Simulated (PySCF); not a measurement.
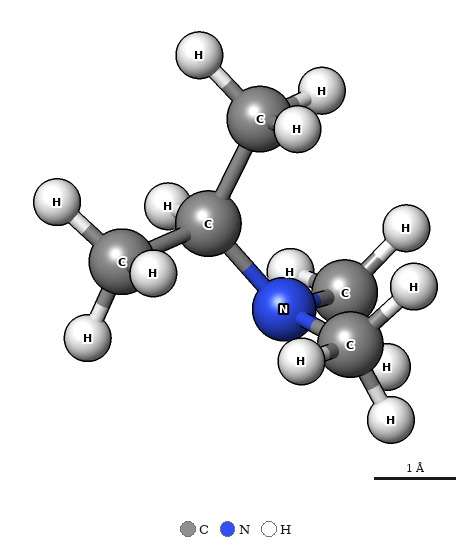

Fig. 1: The structure (ball-and-stick view, seen at a tilt).

**NMR shielding calculation, with input and output: C$_{5}$H$_{13}$N**

C$_{5}$H$_{13}$N, SMILES CC(C)N(C)C, computed with GIAO PBE0/def2-SVP NMR shielding, non-relativistic, gas phase (PySCF 2.14.0).

The geometry comes from this level: PBE0-D3(BJ)/def2-SVP. Figures and captions count atoms from 1; the log counts them from 0 in places.

**The program's output**
```
coarse grid: 14552 points
cycle   1  E = -252.5312510316  dE =  3.179e-01  |g| = 3.717e-01  |ddm| = 4.074e+00
cycle   2  E = -252.5277920219  dE =  3.459e-03  |g| = 4.034e-01  |ddm| = 9.809e-01
cycle   3  E = -252.5709958002  dE = -4.320e-02  |g| = 4.516e-02  |ddm| = 5.295e-01
cycle   4  E = -252.5713056804  dE = -3.099e-04  |g| = 2.413e-02  |ddm| = 6.830e-02
cycle   5  E = -252.5714284809  dE = -1.228e-04  |g| = 4.556e-03  |ddm| = 2.786e-02
cycle   6  E = -252.5714327832  dE = -4.302e-06  |g| = 1.017e-03  |ddm| = 6.195e-03
final grid: 136872 points
cycle   7  E = -252.6055461810  dE = -3.607e-05  |g| = 8.966e-03  |ddm| = 3.287e-02
cycle   8  E = -252.6055389931  dE =  7.188e-06  |g| = 1.039e-02  |ddm| = 2.209e-02
cycle   9  E = -252.6055679440  dE = -2.895e-05  |g| = 7.111e-04  |ddm| = 1.257e-02
cycle  10  E = -252.6055680489  dE = -1.049e-07  |g| = 2.028e-04  |ddm| = 9.079e-04
cycle  11  E = -252.6055680572  dE = -8.316e-09  |g| = 4.250e-05  |ddm| = 2.202e-04
cycle  12  E = -252.6055680576  dE = -3.407e-10  |g| = 1.860e-05  |ddm| = 6.624e-05
```

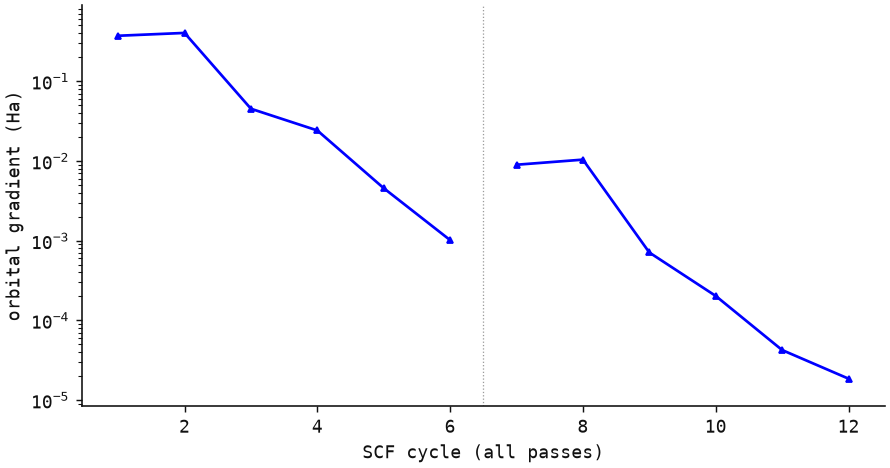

Fig. 2: Convergence of the self-consistent field: orbital gradient against the SCF cycle. The dotted line marks the change from a coarse to the final integration grid. The first 6 cycles use a coarse grid, the final grid takes over at cycle 7, and the field converges after 12 cycles in all.

```
converged SCF energy = -252.6055680576

GIAO shielding tensors (ppm)
atom      isotropic    diamagn.    paramagn.     s11        s22        s33       span
  0 C      182.974     247.530     -64.556    173.483    180.460    194.978     21.495
  1 C      141.556     244.387    -102.832    123.080    129.214    172.373     49.294
  2 C      171.571     245.669     -74.099    149.725    169.390    195.597     45.873
  3 N      241.547     320.024     -78.477    200.001    252.492    272.147     72.146
  4 C      150.610     244.578     -93.968    122.805    135.925    193.099     70.294
  5 C      160.950     245.881     -84.931    139.738    150.432    192.680     52.941
  6 H       30.996      30.195       0.801     26.727     28.700     37.562     10.835
  7 H       30.727      32.007      -1.280     26.711     29.849     35.620      8.909
  8 H       30.195      31.654      -1.459     24.792     29.700     36.094     11.301
  9 H       28.869      32.881      -4.012     25.515     27.873     33.220      7.705
 10 H       30.221      31.465      -1.244     26.727     29.481     34.456      7.729
 11 H       30.355      30.069       0.286     26.353     27.867     36.844     10.491
 12 H       30.455      29.432       1.023     26.222     28.256     36.887     10.665
 13 H       29.318      30.618      -1.300     25.263     26.682     36.009     10.746
 14 H       29.198      29.492      -0.294     25.000     26.503     36.092     11.092
 15 H       29.135      30.853      -1.719     24.851     27.635     34.918     10.067
 16 H       29.090      32.111      -3.020     23.923     28.499     34.848     10.925
 17 H       29.691      31.533      -1.842     25.131     28.241     35.699     10.568
 18 H       29.589      30.070      -0.481     25.276     27.036     36.456     11.180
```

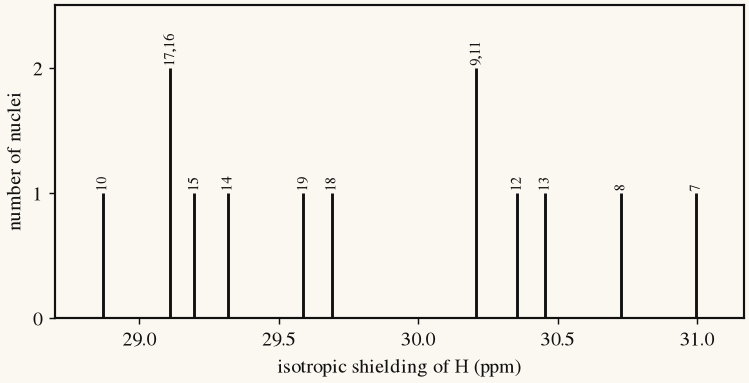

Fig. 3: Isotropic shieldings of the hydrogen nuclei in this fixed geometry, labelled by atom number; shielding grows to the right, so chemical shift grows to the left. The least shielded is H10 (28.9 ppm), the most shielded H7 (31.0 ppm).

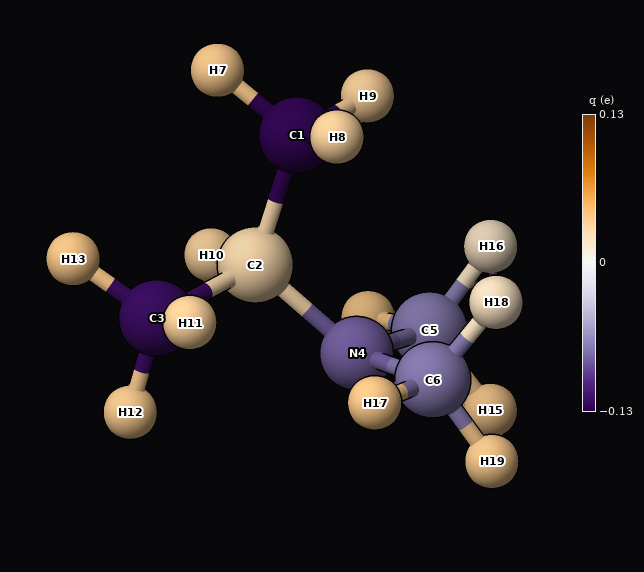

Fig. 4: Hirshfeld charges, as the colour of each atom (ball-and-stick view, seen at a tilt; atoms are numbered from 1 in the order of the input). By element: C −0.12 to +0.03, N −0.08 and H +0.02 to +0.04 e.

The run was set up as follows.

**Input file**
```
{"job": {"kind": "nmr", "xc": "PBE0", "basis": "def2-SVP", "pop": true}, "charge": 0, "multiplicity": 1}
C      0.848753     0.967632     1.097572
C      0.655009    -0.339555     0.323082
C      1.760488    -0.542210    -0.705720
N     -0.664112    -0.499491    -0.279037
C     -1.713127    -0.771470     0.664600
C     -1.042589     0.497438    -1.245338
H      1.814327     0.969101     1.625663
H      0.839117     1.838781     0.423380
H      0.058281     1.114884     1.849564
H      0.738153    -1.168048     1.048960
H      1.819333     0.295489    -1.418551
H      1.587146    -1.467796    -1.273526
H      2.739844    -0.612066    -0.208603
H     -1.416275    -1.593798     1.334691
H     -2.624118    -1.088364     0.131160
H     -1.996303     0.096844     1.302941
H     -0.246886     0.640679    -1.990440
H     -1.279160     1.493055    -0.806610
H     -1.940645     0.162346    -1.789169
```

The first line tells a small driver script what to run in PySCF; the rest is the geometry in Å.

Launched with:
```bash
OMP_NUM_THREADS=1 python <driver script> task.json out
```

**Results in brief**

| quantity | value |
| --- | --- |
| outcome | converged |
| total energy | −252.605568 hartree |
| HOMO | −5.75 eV |
| LUMO | 1.64 eV |
| dipole moment | 0.46 D |
| isotropic shielding, C | 141.6 to 183.0 ppm |
| isotropic shielding, N | 241.5 ppm |
| isotropic shielding, H | 28.9 to 31.0 ppm |
| hardware | 1 CPU thread, shared host |
| wall time | 18 s |
| peak memory | 0.69 GiB |
